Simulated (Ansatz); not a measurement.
**BFOTe (SMILES [O]B(F)[Te]) (triplet): density, localisation and related maps**

```xyz
4

B    -2.4675    1.8915   -0.3088
F    -2.2357    1.6450    0.9626
O    -2.0568    1.5644   -1.4604
Te   -4.0504    3.3206   -1.0940
```

Geometry: PBE0-D3(BJ)/def2-SVP; core potentials replace the inner electrons of Te.

Computed with isolated molecule in a Gaussian basis; Kohn-Sham density functional theory, functional PBE0 (Ansatz).

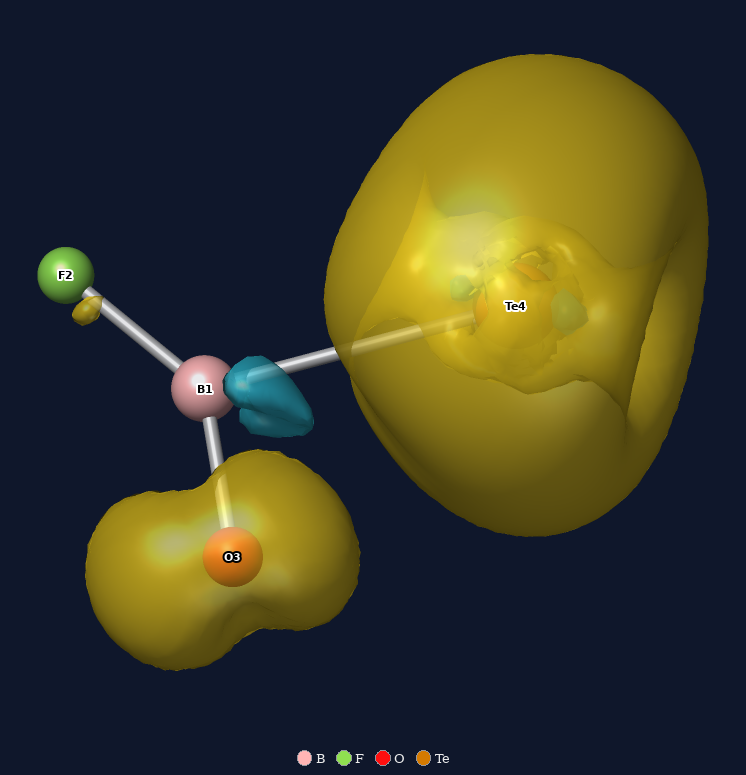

Figure 1. Isosurfaces of the spin density (α minus β) at +0.03 (yellow) and −0.03 e/Å³ (cyan), seen at a tilt.

Question: Describe the spin distribution.

Answer: The unpaired spin (2 electrons) lies mostly on Te4 (about 1.6) and O3 (about 0.4), in electrons by Hirshfeld's partition.

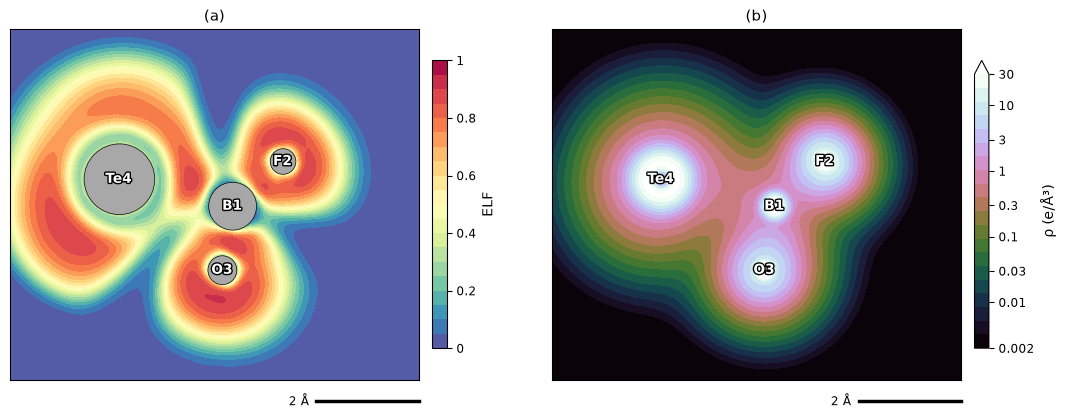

Figure 2. (a) ELF; (b) electron density on the molecular plane. Grey discs cover the atomic cores in the ELF map.

Question: Describe what can be read from this map.

Answer: The plane passes through B, F, O and Te nuclei. B–O (1.27 Å): the density is about 2.7 e/Å³ at the midpoint; the ELF peaks at about 0.85 between the atoms (a short, strongly polar bond). B–F (1.32 Å): ρ at the midpoint is about 2.3 e/Å³; the ELF peaks at about 0.85 between the atoms (a shared but strongly polarised pair). B–Te (2.27 Å): the density is about 0.64 e/Å³ at the midpoint; the ELF peaks at about 0.80 between the atoms; a shared electron pair. The ELF also peaks beside O3, Te4 and F2, away from the bonds: non-bonding electrons, paired or unpaired.

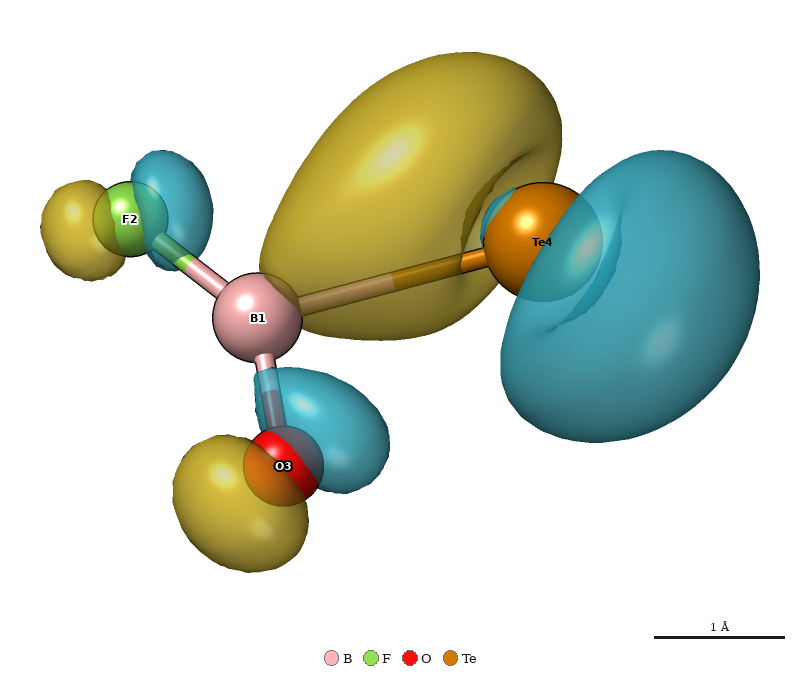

Figure 3. The HOMO−1 (α) at ±0.15 Å⁻³ᐟ² (yellow and cyan are the two phases), seen at a tilt.

Question: What is the character of this orbital?

Answer: Its weight (Hirshfeld) is mainly on Te4 (about 70 %), O3 (about 10 %) and B1 (about 10 %); it is symmetric in the molecular plane (an in-plane orbital: σ, lone-pair or in-plane π type). Its energy is −8.45 eV.
